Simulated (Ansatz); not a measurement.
**Quasi-harmonic thermodynamics of CaO (Lime, Fm-3m)**

Aim: the lattice, expansion, heat capacity and bulk modulus of CaO (Lime) as it warms.

Experimental results on record:
- heat capacity C_P per formula unit 42.2 J/mol/K and bulk modulus 113 GPa near room temperature (given in “High-Throughput Prediction of Finite-Temperature Properties using the Quasi-Harmonic Approximation”, 2016, arXiv:1603.06924)

Calculated with Ansatz 0.2.0; DFT LDA, scalar-relativistic, plane waves, PAW, in the first sound run; inputs show where later runs differ.

## 1. Set-up

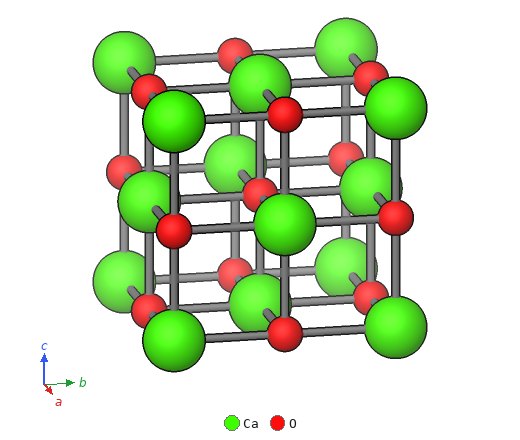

The starting structure, seen slightly off an axis (calcium green, oxygen red). This picture shows the conventional cell, with its axes. Some periodic images of atoms are drawn too.

Structure file:

```cif
data_structure
_symmetry_space_group_name_H-M 'P 1'
_symmetry_Int_Tables_number 1
_cell_length_a 3.4033
_cell_length_b 3.4033
_cell_length_c 3.4033
_cell_angle_alpha 60.000
_cell_angle_beta 60.000
_cell_angle_gamma 60.000
_cell_volume 27.87
loop_
_atom_site_label
_atom_site_type_symbol
_atom_site_fract_x
_atom_site_fract_y
_atom_site_fract_z
_atom_site_occupancy
Ca1 Ca 0.00000 0.00000 0.00000 1
O2 O 0.50000 0.50000 0.50000 1
```

## 2. A first coarse run

Before spending time, one coarse run tells the gap and the pressure of the starting cell.

input.yaml

```yaml
crystal:
  lattice:
    - [0.0, 2.4065, 2.4065]
    - [2.4065, 0.0, 2.4065]
    - [2.4065, 2.4065, 0.0]
  atoms:
    - { symbol: Ca, position: [0.0, 0.0, 0.0] }
    - { symbol: O, position: [0.5, 0.5, 0.5] }
kpoints:
  mp_grid: { grid: [6, 6, 6] }
hamiltonian:
  xc: lda
scf:
  occupations: { method: gaussian, width: 0.1 }
  lower_state_search: "off"
output:
  forces: true
  stress: true
  eigenvalues: true
```

On the command line:

```bash
ansatz run input.yaml --threads 4 --pin off --max-ram 16384MiB --backend cpu --events-out ev --progress --plain --runs-dir out
```

Numbers of over 12 decimals in the logs are rounded to 6 here.

Output:

```text
Engine: ansatz 0.2.0, aarch64-unknown-linux-gnu
Pseudopotentials: kind: paw
Pseudopotential: Ca, paw, valence charge 10, recommended cutoff 420 eV (normal), Ca.paw.azcp
Pseudopotential: O, paw, valence charge 6, recommended cutoff 420 eV (normal), O.paw.azcp
Functional definition: SPW92
  exchange = slater_x
  correlation = pw_c
Crystal: 2 atoms, lattice volume = 27.873 Å³
Basis set: ecut = 420 eV, 537 PW (Γ)
Bands: 12, of which v1, the nominal top of the filled ones, is band 8 counted from 1 (7 counted from 0)
Symmetry: 48 space group operations
Space group: Fm-3m (ITA 225), of the structure as read, at distance tolerance 3.0e-5 Å
k-points: 16 of 216
Non-local potential: Ca, projectors of the file, l = 0: 3, l = 1: 2, l = 2: 2
Non-local potential: O, projectors of the file, l = 0: 2, l = 1: 2, l = 2: 1
PAW form: soft (Blöchl's): semilocal exchange-correlation on the pseudo side does not see the compensation charge
PAW frozen core: Ca, regenerated for the run's functional, and the local potential with it (the file was generated under x = pbe(κ = 0.804, μ = 0.219515), c = pbe(β = 0.066725))
PAW frozen core: O, regenerated for the run's functional, and the local potential with it (the file was generated under x = pbe(κ = 0.804, μ = 0.219515), c = pbe(β = 0.066725))
PAW one-centre angular grid: Ca, 110 points (default); XC on 64 Gauss nodes
PAW one-centre angular grid: O, 110 points (default); XC on 64 Gauss nodes
Initial density: superposition of atomic densities (neutral atoms: chi_scale 0, normalization atom), corrected by the library's trained network
Initial wavefunctions: pseudopotential atomic-orbital guess
Functional: x = slater, c = lda
SCF iter   1: F=—  HF=-2331.614839 eV  |F-HF|=—  |Δ(HF+E_count)|=         —  Δρ=1.60e-2  dr2=6.97e-2  ethr=1.77e-3  ⟨swp⟩=6.8  Hψ=1305  notcnv=0
preconditioner: auto → none  [insulator: Δε(μ)=3.229 eV  Ē_g=17.769 eV  σ=0.100 eV  W_gap=1.00  n_scr=8 (ndim 8)  ℏωp=26.3 eV  f_vac=0.000  D(μ)=0.00/eV (n_scr^D=0)  ε∞_Penn≈3.2]
SCF iter   2: F=—  HF=-2331.596520 eV  |F-HF|=—  |Δ(HF+E_count)|=   1.83e-2  Δρ=3.68e-3  dr2=3.18e-3  ethr=4.36e-4  ⟨swp⟩=1.9  Hψ=349  notcnv=0
SCF iter   3: F=—  HF=-2331.595687 eV  |F-HF|=—  |Δ(HF+E_count)|=   8.33e-4  Δρ=1.09e-3  dr2=1.24e-4  ethr=1.99e-5  ⟨swp⟩=2.5  Hψ=289  notcnv=0
SCF iter   4: F=—  HF=-2331.595644 eV  |F-HF|=—  |Δ(HF+E_count)|=   4.28e-5  Δρ=1.37e-4  dr2=3.88e-6  ethr=7.74e-7  ⟨swp⟩=1.9  Hψ=252  notcnv=0
SCF iter   5: F=—  HF=-2331.595645 eV  |F-HF|=—  |Δ(HF+E_count)|=   9.17e-7  Δρ=1.89e-5  dr2=3.63e-8  ethr=2.42e-8  ⟨swp⟩=2.4  Hψ=326  notcnv=0
SCF iter   6: F=-2331.595645 eV  HF=-2331.595645 eV  |F-HF|=5.55e-9  |Δ(HF+E_count)|=   4.58e-9  Δρ=5.32e-6  dr2=6.27e-9  ethr=2.27e-10  ⟨swp⟩=2.0  Hψ=630  notcnv=0
SCF 1 converged in 6 iterations: F = -2331.595645 eV  dr2 = 6.27e-9
  greatest PAW one-centre occupation: 0.996 electrons in one spin orbital (limit 2), on the Ca atom at site 0 (counted from 0), in its partial waves of l = 0
SCF converged after 6 iterations
Free energy (F): -2331.595645 eV
Harris-Foulkes:  -2331.595645 eV  (|F-HF|=5.55e-9)
Internal energy: -2331.595645 eV  (E = F + TS)
E sigma→0 (E₀):  -2331.595645 eV
Fermi energy:    8.983737 eV
--- Per-component energies (eV) ---
  E_band       = -105.269770
  E_kinetic    = 453.449864
  E_local      = -894.814326  (includes V_loc(G=0)·N_el)
  E_nonlocal   = 116.720892
  E_hartree    = 293.695613
  E_xc         = -209.512001
  E_vxc        = -265.596607  (∫ρ·V_xc dr)
  E_paw        = -963.138356  (= ΣΔE_a)
  E_vpaw       = -102.421865  (= ΣTr[D̂ρ^β])
  E_aug_tail   = 0.002480  (compensation charges beyond the density's cutoff)
  E_ewald      = -1128.379897
  E_core_change = 0.380087  (= ΣΔE_core)
  E_smearing   = -0.000000  (= −TS)
  E_closure    = 0.000000  (closes the sum)
  Σ components = -2331.595645   (vs F -2331.595645, Δ=0.00e0)
--- Forces (eV/Å), atoms counted from 1 ---
  atom   1  Ca    -0.00000000     0.00000000     0.00000000
  atom   2  O      0.00000000    -0.00000000    -0.00000000
  max |Σ_I F_I| component: 2.26e-29 eV/Å
--- Stress (GPa, compression-positive) ---
       -7.385764       0.000000      -0.000000
       -0.000000      -7.385764       0.000000
       -0.000000       0.000000      -7.385764
  P = ⅓ Tr σ = -7.3858 GPa (-73.858 kbar)
--- Band table (eV; the first three rows and the last of 16) ---
  k-point 0: bands = [... 4 lower, -7.9608, 7.2399, 7.2399, 7.2399, 11.7717, 13.3572, 13.3572, 13.3572]
  k-point 1: bands = [... 4 lower, -7.5914, 6.3604, 6.8873, 6.8873, 12.8814, 13.3281, 13.8216, 13.8216]
  k-point 2: bands = [... 4 lower, -6.9973, 5.0828, 6.2903, 6.2903, 13.6539, 14.7892, 14.8929, 14.8929]
  k-point 15: bands = [... 4 lower, -7.4142, 6.0136, 6.1551, 6.4177, 12.1308, 14.8025, 15.5357, 16.7556]
```

The job ended after 0.84 s (4 threads of Arm Neoverse V1, shared host; peak memory 0.25 GiB).

Reading the cycles: dr2 is the Hartree energy of the density residual (eV), the measure of convergence; HF is the Harris–Foulkes estimate of the energy, which meets the free energy F at convergence.

A gap read on the k-mesh alone can miss the band edges.

This step gave:

| Item | Value |
| --- | --- |
| pressure | -7.386 GPa |
| gap on the k-mesh | 3.488 eV |
| volume per atom | 13.94 Å³/atom |

The start is under -7.4 GPa at this level and looks like an insulator or semiconductor on this mesh.

## 3. Finding the static equilibrium

The vibrations must be taken about the equilibrium of this functional, not about the starting cell, so the structure is relaxed.

input.yaml, the sections that differ from step 2:

```yaml
kpoints:
  mp_grid: { grid: [8, 8, 8] }
scf:
  occupations: { method: gaussian, width: 0.02 }
  lower_state_search: "off"
relax:
  adjacent_minimum: "off"
  f_tol: 0.005
  max_steps: 80
  cell: { stress_tol: 0.05 }
# crystal, hamiltonian, output: as in step 2
```

Output:

```text
[...]
Crystal: 2 atoms, lattice volume = 27.873 Å³
Basis set: ecut = 420 eV, 537 PW (Γ)
Bands: 12, of which v1, the nominal top of the filled ones, is band 8 counted from 1 (7 counted from 0)
Symmetry: 48 space group operations
[...]
k-points: 29 of 512
[...]
SCF iter   1: F=—  HF=-2331.615304 eV  |F-HF|=—  |Δ(HF+E_count)|=         —  Δρ=1.62e-2  dr2=7.15e-2  ethr=1.77e-3  ⟨swp⟩=7.3  Hψ=2437  notcnv=0
[...]
SCF iter   6: F=-2331.596076 eV  HF=-2331.596076 eV  |F-HF|=1.61e-9  |Δ(HF+E_count)|=   6.21e-9  Δρ=2.89e-6  dr2=1.98e-9  ethr=1.35e-10  ⟨swp⟩=2.0  Hψ=1089  notcnv=0
SCF 1 converged in 6 iterations: F = -2331.596076 eV  dr2 = 1.98e-9
[...]
relax step   1: F+E_penalty+E_count = -2331.59607551 eV  Δ(F+E_penalty+E_count) = +0.000e0 eV  max|allowed force component| = 6.758e-29 eV/Å  Δτ_max = 0.0000 Å  P = -7.385 GPa  Ω = 27.873 Å³  (6 SCF iters, dr2 threshold 1.00e-7 eV, accepted)
Crystal: 2 atoms, lattice volume = 25.721 Å³
Basis set: ecut = 420 eV, 531 PW (Γ)
[...]
iter 1 solved again at ethr=2.03e-5 eV; its pass at ethr=3.10e-3 eV (dr2=3.25e-3 eV) is discarded
[...]
SCF iter   6: F=-2331.643220 eV  HF=-2331.643220 eV  |F-HF|=2.21e-10  |Δ(HF+E_count)|=   8.17e-8  Δρ=3.58e-6  dr2=1.05e-9  ethr=1.15e-9  ⟨swp⟩=2.2  Hψ=1160  notcnv=0
SCF 2 converged in 6 iterations: F = -2331.643220 eV  dr2 = 1.05e-9
relax step   2: F+E_penalty+E_count = -2331.64321977 eV  Δ(F+E_penalty+E_count) = -4.714e-2 eV  max|allowed force component| = 4.575e-29 eV/Å  Δτ_max = 0.0000 Å  P = +2.245 GPa  Ω = 25.721 Å³  energy of the carried Pulay correction = +8.206e-3 eV  (6 SCF iters, dr2 threshold 2.00e-7 eV, accepted)
Crystal: 2 atoms, lattice volume = 26.192 Å³
[...]
SCF iter   5: F=-2331.644296 eV  HF=-2331.644296 eV  |F-HF|=9.46e-10  |Δ(HF+E_count)|=   1.99e-7  Δρ=9.06e-6  dr2=7.29e-9  ethr=1.25e-9  ⟨swp⟩=5.0  Hψ=1654  notcnv=0
SCF 3 converged in 5 iterations: F = -2331.644296 eV  dr2 = 7.29e-9
relax step   3: F+E_penalty+E_count = -2331.64429595 eV  Δ(F+E_penalty+E_count) = -1.076e-3 eV  max|allowed force component| = 7.067e-30 eV/Å  Δτ_max = 0.0000 Å  P = -0.217 GPa  Ω = 26.192 Å³  energy of the carried Pulay correction = +6.352e-3 eV  (5 SCF iters, dr2 threshold 2.00e-7 eV, accepted)
[...]
relax step   4: F+E_penalty+E_count = -2331.64449013 eV  Δ(F+E_penalty+E_count) = -1.942e-4 eV  max|allowed force component| = 6.640e-30 eV/Å  Δτ_max = 0.0000 Å  P = -0.005 GPa  Ω = 26.150 Å³  energy of the carried Pulay correction = +6.517e-3 eV  (4 SCF iters, dr2 threshold 1.18e-7 eV, accepted)
[...]
relax step   5: F+E_penalty+E_count = -2331.63953460 eV  Δ(F+E_penalty+E_count) = +4.956e-3 eV  max|allowed force component| = 5.670e-30 eV/Å  Δτ_max = 0.0000 Å  P = -0.317 GPa  Ω = 26.150 Å³  stress off target by 3.17e-1 GPa  SCF on the basis re-selected at this cell (its energy is not comparable with the rows above)  (7 SCF iters)
[...]
relax step   6: F+E_penalty+E_count = -2331.63984193 eV  Δ(F+E_penalty+E_count) = -3.073e-4 eV  max|allowed force component| = 4.667e-30 eV/Å  Δτ_max = 0.0000 Å  P = -0.005 GPa  Ω = 26.088 Å³  energy of the carried Pulay correction = +2.449e-4 eV  (4 SCF iters, dr2 threshold 2.00e-7 eV, accepted)
[...]
SCF iter   1: F=—  HF=-2331.639762 eV  |F-HF|=—  |Δ(HF+E_count)|=         —  Δρ=1.26e-5  dr2=2.20e-8  ethr=2.30e-6  ⟨swp⟩=2.2  Hψ=3250  notcnv=0
eigensolver tolerance schedule: the retry pair's looser diagonalisation over-reported the residual by 16754.53 of it (diagonalisation noise at an unbounded share of the residual, at the tolerance the schedule requests for it); recorded, not acted on — ethr = c·dr2/N_el stays at c = 1.0e-1
[...]
SCF iter   2: F=—  HF=-2331.639763 eV  |F-HF|=—  |Δ(HF+E_count)|=   4.84e-7  Δρ=9.63e-6  dr2=2.21e-8  ethr=1.37e-10  ⟨swp⟩=2.7  Hψ=619  notcnv=0
[...]
SCF iter   5: F=-2331.639763 eV  HF=-2331.639763 eV  |F-HF|=1.77e-11  |Δ(HF+E_count)|=  3.09e-11  Δρ=2.88e-7  dr2=1.91e-11  ethr=1.00e-12  ⟨swp⟩=4.0  Hψ=1557  notcnv=0
SCF 7 converged in 5 iterations: F = -2331.639763 eV  dr2 = 1.91e-11
relax step   7: F+E_penalty+E_count = -2331.63976252 eV  Δ(F+E_penalty+E_count) = +7.941e-5 eV  max|allowed force component| = 2.597e-30 eV/Å  Δτ_max = 0.0000 Å  P = -0.013 GPa  Ω = 26.088 Å³  stress off target by 1.33e-2 GPa  SCF on the basis re-selected at this cell (its energy is not comparable with the rows above)  (5 SCF iters)
[...]
SCF converged after 5 iterations
Free energy (F): -2331.639763 eV
[...]
Internal energy: -2331.639763 eV  (E = F + TS)
E sigma→0 (E₀):  -2331.639763 eV
Fermi energy:    9.719490 eV
[...]
--- Stress (GPa, compression-positive) ---
       -0.013280      -0.000000       0.000000
       -0.000000      -0.013280      -0.000000
       -0.000000      -0.000000      -0.013280
  P = ⅓ Tr σ = -0.0133 GPa (-0.133 kbar)
--- Band table (eV; the first three rows and the last of 29) ---
  k-point 0: bands = [... 4 lower, -7.3329, 7.9942, 7.9942, 7.9942, 13.0820, 14.2641, 14.2641, 14.2641]
  k-point 1: bands = [... 4 lower, -7.0274, 7.4263, 7.7553, 7.7553, 13.7751, 14.2279, 14.5546, 14.5546]
  k-point 2: bands = [... 4 lower, -6.4527, 6.3508, 7.2491, 7.2491, 14.3151, 15.2627, 15.3205, 15.3205]
  k-point 28: bands = [... 4 lower, -6.5542, 6.5873, 6.9268, 6.9268, 14.3820, 14.3820, 16.8145, 17.9641]
--- Relaxed structure (5 steps of the walk, 5 accepted, 2 SCFs on fresh bases) ---
  F+E_penalty+E_count = -2331.63976252 eV   max|allowed force component| = 2.597e-30 eV/Å   (the final SCF, on the basis selected at the relaxed cell)
  cell:  # Å, volume = 26.0881 Å³
    - [0, 2.353988, 2.353988]
    - [2.353988, 0, 2.353988]
    - [2.353988, 2.353988, 0]
  atoms:
    - { symbol: Ca, position: [0, 0, 0] }
    - { symbol: O, position: [0.5, 0.5, 0.5] }
```

Elapsed: 2.1 s, on 4 threads; peak memory 0.28 GiB; 6.1 s of CPU time.

Step by step:

| step | energy less that of the first step (eV) | largest force component (eV/Å) | pressure (GPa) | volume (Å³) |
| --- | --- | --- | --- | --- |
| 1 | 0.0000 | 0.0000 | -7.38 | 27.87 |
| 2 | -0.0471 | 0.0000 | 2.25 | 25.72 |
| 3 | -0.0482 | 0.0000 | -0.22 | 26.19 |
| 4 | -0.0484 | 0.0000 | -0.01 | 26.15 |
| 5* | -0.0435 | 0.0000 | -0.32 | 26.15 |
| 6 | -0.0438 | 0.0000 | 0.00 | 26.09 |
| 7* | -0.0437 | 0.0000 | -0.01 | 26.09 |

Relaxation steps marked * repeat the geometry before them on a plane-wave basis chosen anew for their cell, so energy and pressure can jump there.

The run keeps the 48 symmetry operations that it works with, so distortions that break them were not tested.

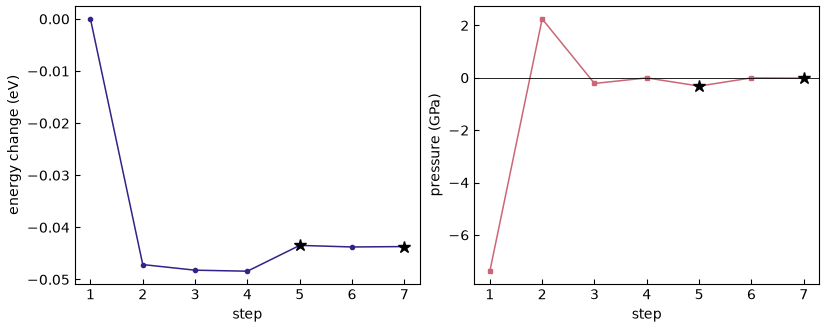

Energy and pressure along the relaxation. Stars mark steps on a basis chosen anew.

| conventional cell, symmetrised | before | after | change |
| --- | --- | --- | --- |
| a (Å) | 4.813 | 4.708 | -2.2 % |
| b (Å) | 4.813 | 4.708 | -2.2 % |
| c (Å) | 4.813 | 4.708 | -2.2 % |
| volume (Å³/atom) | 13.94 | 13.04 | -6.4 % |

The relaxed structure:

```cif
data_structure
_symmetry_space_group_name_H-M 'P 1'
_symmetry_Int_Tables_number 1
_cell_length_a 3.3290
_cell_length_b 3.3290
_cell_length_c 3.3290
_cell_angle_alpha 60.000
_cell_angle_beta 60.000
_cell_angle_gamma 60.000
_cell_volume 26.09
loop_
_atom_site_label
_atom_site_type_symbol
_atom_site_fract_x
_atom_site_fract_y
_atom_site_fract_z
_atom_site_occupancy
Ca1 Ca 0.00000 0.00000 0.00000 1
O2 O 0.50000 0.50000 0.50000 1
```

This step gave:

- pressure: -0.01328 GPa
- gap on the k-mesh: 3.451 eV
- volume per atom: 13.04 Å³/atom

The relaxation ends with a pressure of -0.01 GPa.

(Continued in part 2 of 4.)

[Logs are printed without paths, hosts, clocks, repeated set-up lines and the standing remarks that a program may print on its own settings, such as how far it seeks lower states.]

[Hosts, paths, dates, database ids (printed as entryN), source tags and the programs' standing remarks are cut or masked in the printed files.]

[A step with changed settings may run another functional than the one named; its input shows which.]
